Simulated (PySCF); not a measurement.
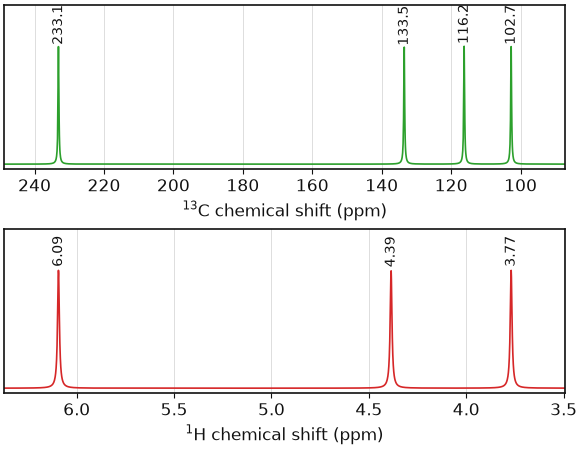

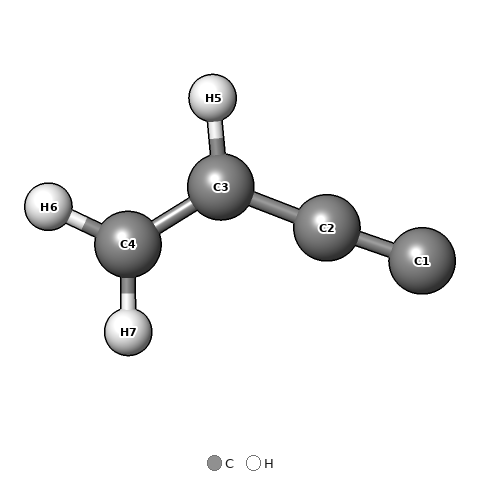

Spectrum and numbered structure of C₄H₃⁻, SMILES [C-]#CC=C. GIAO shifts, PBE0/pcSseg-1, PySCF, at a GFN2-xTB geometry (no frequency check), against TMS for ¹³C and TMS for ¹H computed at the same level. Gas phase, fully decoupled, line heights follow the number of nuclei, widths are arbitrary (no quadrupolar broadening); values of one conformer, averaged over methyl-type rotors and exact or near symmetry.

**Assign the ¹³C signals to the numbered atoms.**

```
δ (ppm)  nuclei  atoms
  233.1       1     C1
  133.5       1     C3
  116.2       1     C2
  102.7       1     C4
```

**Assign the ¹H signals to the numbered atoms.**

```tsv
δ (ppm)	nuclei	atoms
6.09	1	H5
4.39	1	H7
3.77	1	H6
```

Known limits of this run: the tight-binding geometry is rougher than a DFT one and adds to the error; an anion in a basis that has no diffuse functions.
